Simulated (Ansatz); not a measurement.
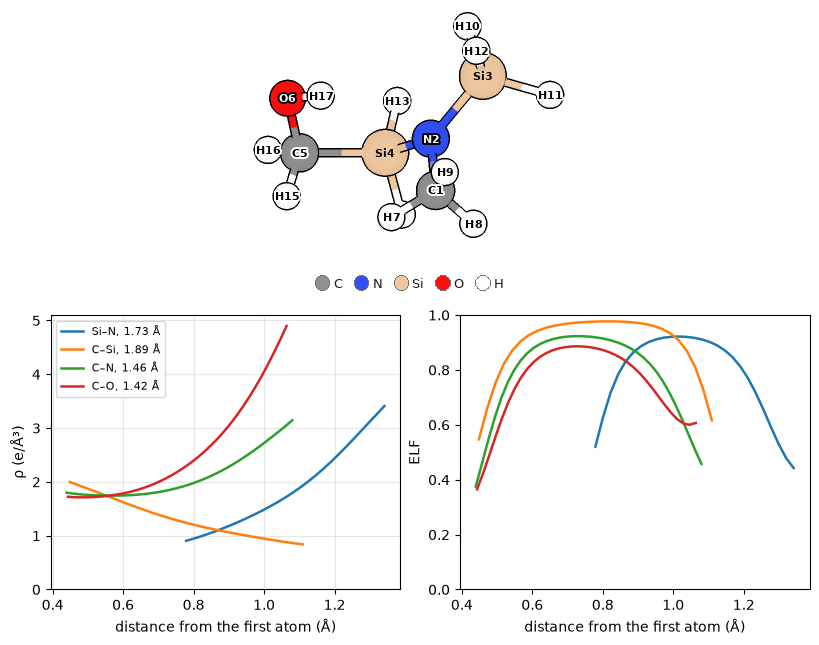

*C2H11NOSi2 (SMILES CN([SiH3])[SiH2]CO). Electron density and ELF along straight lines between neighbouring atoms. The curves leave out the atomic cores. The structure is drawn too.*

The calculation used RKS BHLYP-D4/6-31G* in Ansatz.

Input file:

```
crystal:
  periodic: [false, false, false]
  atoms:
    - { symbol: C, position_ang: [-0.5214, -1.4026, 0.9322] }
    - { symbol: "N", position_ang: [0.4039, -0.4075, 0.3863] }
    - { symbol: Si, position_ang: [2.046, -0.7936, 0.323] }
    - { symbol: Si, position_ang: [0.1592, 0.5329, -1.0387] }
    - { symbol: C, position_ang: [-1.4967, 1.5124, -0.7756] }
    - { symbol: O, position_ang: [-1.6113, 2.2611, 0.4755] }
    - { symbol: H, position_ang: [-1.5254, -0.8863, 1.0579] }
    - { symbol: H, position_ang: [-0.658, -2.2114, 0.2581] }
    - { symbol: H, position_ang: [-0.2664, -1.7023, 1.9543] }
    - { symbol: H, position_ang: [2.9089, 0.4347, 0.3232] }
    - { symbol: H, position_ang: [2.332, -1.689, -0.7947] }
    - { symbol: H, position_ang: [2.4033, -1.5237, 1.6014] }
    - { symbol: H, position_ang: [1.1452, 1.4926, -1.3394] }
    - { symbol: H, position_ang: [-0.1181, -0.408, -2.1491] }
    - { symbol: H, position_ang: [-2.3563, 0.8234, -0.8005] }
    - { symbol: H, position_ang: [-1.6081, 2.2768, -1.5528] }
    - { symbol: H, position_ang: [-1.2556, 1.6902, 1.1791] }
basis:
  gaussian: { orbitals: "6-31G*" }
hamiltonian:
  xc: { name: BHLYP }
  dispersion: d4
relax:
  f_tol: 0.015
  max_steps: 40
output:
  orbitals: {}
```

Launched as:

```sh
ansatz run input.yaml --threads 2 --pin off --max-ram 3072MiB --backend cpu --events-out ev --progress --plain --runs-dir out
```

The fields are those of the relaxed geometry.

### What can be read from the curves?

Si–N (1.73 Å): ρ at the midpoint is about 1.1 e/Å³; the ELF peaks at about 0.90 between the atoms, as expected for a polar covalent bond.
C–Si (1.89 Å): ρ is about 1 e/Å³ halfway; the ELF peaks at about 1 between the atoms (a covalent bond).
C–N (1.46 Å): ρ is about 1.9 e/Å³ halfway; the ELF peaks at about 0.90 between the atoms, as expected for a shared electron pair.
C–O (1.42 Å): ρ at the midpoint is about 2 e/Å³, with its minimum of 1.7 e/Å³ about 0.5 Å from C; the ELF peaks at about 0.90 between the atoms, as expected for a shared but strongly polarised pair.
